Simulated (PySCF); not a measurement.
# B3H6NO: the cost of one run

The runs use PySCF 2.14.0, with density-fitted response routines of our own; the level of theory stands in each step. All values are computed, except where a source is named. Atoms are numbered from 0 throughout.

### 1 The molecule as given

11 atoms, charge 0, multiplicity 1; geometry from: GFN2-xTB. The atoms were then displaced at random by about 0.01 Å, so the start is not that level's minimum.

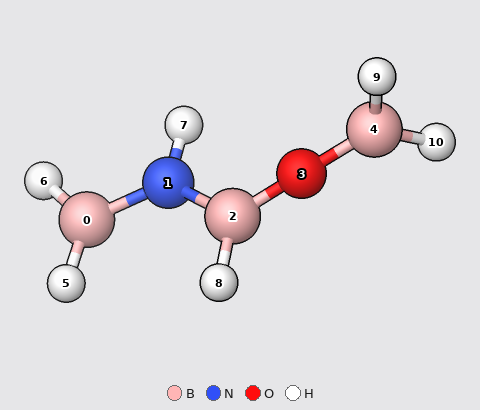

The starting geometry (boron pink, nitrogen blue, oxygen red, hydrogen white), atoms numbered.

### 2 Optimising the geometry at PBE0-D3(BJ)/def2-SVP

What the job is given:

```
{"job": {"xc": "PBE0", "basis": "def2-SVP", "d3": "d3bj", "grid": 1, "shake": 0.01, "kind": "geom"}, "charge": 0, "multiplicity": 1}
B      2.361660     0.072330     0.701380
N      0.960450     0.295900     0.548160
B     -0.052800    -0.611800     0.049220
O     -1.253270    -0.225400    -0.007190
B     -2.520000     0.170780    -0.066740
H      2.790640    -0.930540     0.388630
H      3.016490     0.961810     1.122180
H      0.617210     1.210130     0.817670
H      0.275260    -1.683410    -0.267250
H     -2.919950     0.706300    -1.023770
H     -3.237580     0.008070     0.881730
```

Run with:

```console
> OMP_NUM_THREADS=1 python probes_run.py task.json out
```

This one command runs all jobs of the session in turn.

Q: Estimate the wall time and peak memory of this first job on 1 thread of Arm Neoverse V1, shared host.

About 30 s, with a peak of 0.4 GiB.
